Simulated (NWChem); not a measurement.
**SiH3Cl (chlorosilane): levels of theory compared**

We compute a comparison of 4 runs (HF/STO-3G, HF/3-21G, B3LYP/6-31G*) of SiH3Cl (chlorosilane). 

The calculation is run with NWChem 7.3.0.

3 further runs of the same task are left out: 1 that didn't finish, 2 set aside as unsound or not needed.

## Step 1: The system as given

The species is SiH3Cl (5 atoms), meant as a singlet with charge 0. As SMILES, `[SiH3]Cl`. The Si1–H5 distance was set to 3.258 Å, away from the relaxed value. At this shape a bond of the SMILES string is far longer than usual.

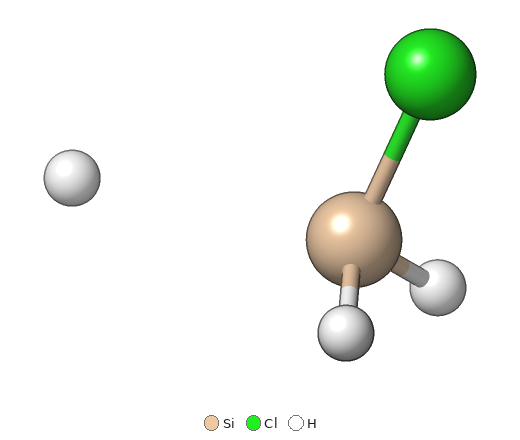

The structure, seen from a chosen angle (silicon light orange, chlorine green, hydrogen white).

## Step 2: A single-point energy at HF/STO-3G (run 1)

The input, run.py:

```python
from ase import Atoms
from ase.calculators.nwchem import NWChem

mol = Atoms(['Si', 'Cl', 'H', 'H', 'H'], positions=[
    [-0.017442, -1.753530, 0.057658],
    [1.932858, -2.285630, 0.418458],
    [-0.856342, -2.260430, 1.167658],
    [-0.440142, -2.357830, -1.226342],
    [-0.190800, 1.495400, -0.104700],
])

calc = NWChem(
    label='m1',
    theory='scf',
    memory='2200 mb',
    basis='STO-3G',
    basispar='spherical bse',
    scf={'nopen': '0', 'rhf': None, 'thresh': '1e-08', 'maxiter': '80'},
    task='energy',
)
mol.calc = calc

print("Total energy (eV):", round(mol.get_potential_energy(), 6))
print("dipole (e A):", mol.get_dipole_moment().round(4))
```

On the command line:

```bash
$ export ASE_NWCHEM_COMMAND="nwchem PREFIX.nwi > PREFIX.nwo"
$ python run.py
```

Standard output:

```text
Total energy (eV): -20181.000408
dipole (e A): [-0.5183 -0.0808 -0.0869]
```

The calculator wrote m1.nwi:

```
title "m1"

permanent_dir m1

scratch_dir m1

start m1

geometry units angstrom nocenter noautosym noautoz
  Si -1.7441999999999999e-02 -1.7535300000000000e+00 5.7658000000000001e-02
  Cl 1.9328580000000000e+00 -2.2856299999999998e+00 4.1845800000000000e-01
  H  -8.5634200000000005e-01 -2.2604299999999999e+00 1.1676580000000001e+00
  H  -4.4014199999999998e-01 -2.3578299999999999e+00 -1.2263420000000000e+00
  H  -1.9080000000000000e-01 1.4954000000000001e+00 -1.0470000000000000e-01
end

memory 2200 mb

basis spherical bse noprint
   * library STO-3G
end

scf
  nopen 0
  rhf
  thresh 1e-08
  maxiter 80
end

task scf energy
```

m1.nwo:

```text
Northwest Computational Chemistry Package (NWChem) 7.3.0
             --------------------------------------------------------

           Job information
           ---------------

    nwchem branch   = 7.3.0
    use scalapack   = T
    input           = m1.nwi
    prefix          = m1.
    data base       = m1/m1.db
    status          = startup
    nproc           =        1

           Memory information
           ------------------

    heap     =     72089594 doubles =      550.0 Mbytes
    stack    =     72089599 doubles =      550.0 Mbytes
    global   =    144179200 doubles =     1100.0 Mbytes (distinct from heap & stack)
    total    =    288358393 doubles =     2200.0 Mbytes
    verify   = yes
    hardfail = no

[... 123 lines left out ...]
 Convergence threshold     :          1.000E-08
[... 15 lines left out ...]
       Final RHF  results
[... 3 lines left out ...]
      One-electron energy =  -1193.780366973838
[... 1 line left out ...]
 Nuclear repulsion energy =     82.381002111568
[... 29 lines left out ...]
                       ROHF Final Molecular Orbital Analysis
[... 120 lines left out ...]
  Mulliken analysis of the total density
  --------------------------------------

    Atom       Charge   Shell Charges
 -----------   ------   -------------------------------------------------------
    1 Si  14    13.30   2.00  1.99  5.89  1.32  2.10
    2 Cl  17    17.37   2.00  2.00  5.99  1.98  5.40
    3 H    1     1.12   1.12
    4 H    1     1.12   1.12
    5 H    1     1.10   1.10

       Multipole analysis of the density wrt the origin
       ------------------------------------------------

     L   x y z        total         open         nuclear
     -   - - -        -----         ----         -------
     0   0 0 0     -0.000000      0.000000     34.000000

     1   1 0 0     -0.979509      0.000000     58.821716
[... 8 lines of this table left out ...]
     2   0 0 2    -18.969488      0.000000     21.075225

 Task  times  cpu:        0.6s     wall:        0.6s
 Total times  cpu:        0.6s     wall:        0.6s
```

Wall time 1.6 s (1 thread of Intel Xeon Platinum 8488C (Sapphire Rapids), shared host); peak memory 0.098 GiB.

## Step 3: The energy at HF/3-21G (run 2)

The input, a.xyz:

```xyz
5

Si    -0.017442    -1.753530     0.057658
Cl     1.932858    -2.285630     0.418458
H     -0.856342    -2.260430     1.167658
H     -0.440142    -2.357830    -1.226342
H     -0.190800     1.495400    -0.104700
```

The input, a.nw:

```
start a
memory total 2200 mb

geometry noautosym nocenter noautoz
load format xyz a.xyz
end

basis spherical bse
* library 3-21G
end

scf
thresh 1e-08
maxiter 80
end

task scf energy
```

On the command line:

```bash
$ nwchem a.nw > a.out
```

Standard output:

```text
[...]
  functions       =    32
[...]
  wavefunction    = RHF
[...]
         Total SCF energy =   -746.252652947364
      One-electron energy =  -1196.505366924174
      Two-electron energy =    367.871711865242
 Nuclear repulsion energy =     82.381002111568
        Time for solution =      0.5s
[...]
```

Run time: 1.1 s. Hardware: 1 thread of Intel Xeon Platinum 8488C (Sapphire Rapids), shared host; peak memory 0.097 GiB.

Run 3 isn't shown in full; the table further down has it.

## Step 4: The energy at B3LYP/6-31G(d) (Cartesian functions) (run 4)

The input, calc.xyz:

```xyz
5

Si    -0.017442    -1.753530     0.057658
Cl     1.932858    -2.285630     0.418458
H     -0.856342    -2.260430     1.167658
H     -0.440142    -2.357830    -1.226342
H     -0.190800     1.495400    -0.104700
```

The input, run.py:

```python
from ase.io import read
from ase.calculators.nwchem import NWChem

molecule = read('calc.xyz')

calc = NWChem(
    label='calc',
    theory='dft',
    memory='2200 mb',
    basis='6-31G*',
    dft={'xc': 'b3lyp', 'mult': '1', 'grid': 'xfine', 'convergence': 'energy 1e-08', 'iterations': '100', 'mulliken': None},
    task='energy',
)
molecule.calc = calc

print("Total energy (eV):", round(molecule.get_potential_energy(), 6))
print("dipole (e A):", molecule.get_dipole_moment().round(4))
```

On the command line:

```bash
$ export ASE_NWCHEM_COMMAND="nwchem PREFIX.nwi > PREFIX.nwo"
$ python run.py
```

Standard output:

```text
Total energy (eV): -20445.747756
dipole (e A): [-0.2296 -0.3727 -0.0248]
```

The calculator wrote calc.nwi:

```
title "calc"

permanent_dir calc

scratch_dir calc

start calc

geometry units angstrom nocenter noautosym noautoz
  Si -1.7441999999999999e-02 -1.7535300000000000e+00 5.7658000000000001e-02
  Cl 1.9328580000000000e+00 -2.2856299999999998e+00 4.1845800000000000e-01
  H  -8.5634200000000005e-01 -2.2604299999999999e+00 1.1676580000000001e+00
  H  -4.4014199999999998e-01 -2.3578299999999999e+00 -1.2263420000000000e+00
  H  -1.9080000000000000e-01 1.4954000000000001e+00 -1.0470000000000000e-01
end

memory 2200 mb

basis noprint
   * library 6-31G*
end

dft
  xc b3lyp
  mult 1
  grid xfine
  convergence energy 1e-08
  iterations 100
  mulliken
end

task dft energy
```

calc.nwo:

```text
Northwest Computational Chemistry Package (NWChem) 7.3.0
             --------------------------------------------------------

           Job information
           ---------------

    nwchem branch   = 7.3.0
    use scalapack   = T
    input           = calc.nwi
    prefix          = calc.
    data base       = calc/calc.db
    status          = startup
    nproc           =        1

           Memory information
           ------------------

    heap     =     72089594 doubles =      550.0 Mbytes
    stack    =     72089599 doubles =      550.0 Mbytes
    global   =    144179200 doubles =     1100.0 Mbytes (distinct from heap & stack)
    total    =    288358393 doubles =     2200.0 Mbytes
    verify   = yes
    hardfail = no

[... 92 lines left out ...]
  convergence criterion.
[... 18 lines left out ...]
          Convergence on density requested:  1.00D-05
[... 25 lines left out ...]
          Convergence Information
[... 58 lines left out ...]
   convergence    iter        energy       DeltaE   RMS-Dens  Diis-err    time
[... 17 lines left out ...]
           Coulomb energy =      417.722638660477
[... 7 lines left out ...]
                       DFT Final Molecular Orbital Analysis
[... 335 lines left out ...]
 center of mass
 --------------
 x =   1.87923229 y =  -3.78498129 z =   0.46066140

 moments of inertia (a.u.)
 ------------------
          79.490589643266          69.716633983592         -42.208632451974
          69.716633983592         255.614390941009          14.170119473675
         -42.208632451974          14.170119473675         297.987821249293

     Multipole analysis of the density
     ---------------------------------

     L   x y z        total         alpha         beta         nuclear
     -   - - -        -----         -----         ----         -------
     0   0 0 0     -0.000000    -17.000000    -17.000000     34.000000

     1   1 0 0     -0.433821    -29.627769    -29.627769     58.821716
[... 8 lines of this table left out ...]
     2   0 0 2    -21.003325    -21.039275    -21.039275     21.075225

 Task  times  cpu:        9.7s     wall:        9.7s
 Total times  cpu:        9.7s     wall:        9.7s
```

Run time: 11 s. Hardware: 1 thread of Intel Xeon Platinum 8488C (Sapphire Rapids), shared host; peak memory 0.12 GiB.

## Step 5: All runs side by side

```
run                               level  iteration cap  module  energy (Eh)  dipole moment (D)  HOMO energy (eV)  LUMO energy (eV)  wall time
  1                           HF/STO-3G             80     scf  -741.638092               2.55             -4.91              1.33      1.6 s
  2                            HF/3-21G             80     scf  -746.252653               2.53             -8.35             -1.35      1.1 s
  3  B3LYP/6-31G* (spherical functions)            100     dft  -751.362386               2.11             -6.48             -4.05      9.3 s
  4  B3LYP/6-31G* (Cartesian functions)            100     dft  -751.367378               2.11             -6.48             -4.05       11 s
```

## Step 6: Outcome

```
            quantity          value
 run 4: total energy  -751.36738 Eh
run 4: dipole moment         2.11 D
  run 4: HOMO energy       -6.48 eV
  run 4: LUMO energy       -4.05 eV
run 4: HOMO–LUMO gap        2.43 eV
```

The dipole moment (its size) runs from 2.11 D (B3LYP/6-31G*) to 2.55 D (HF/STO-3G). The two ends differ in method and basis. The HOMO–LUMO gap runs from 2.43 eV (B3LYP/6-31G*) to 7.00 eV (HF/3-21G). In run 1 the basis is minimal, so the values are rough. In runs 1, 2, 3, 4 a closed-shell determinant meets a far-stretched bond, which it describes badly. All runs together took 23 s, the longest 11 s.
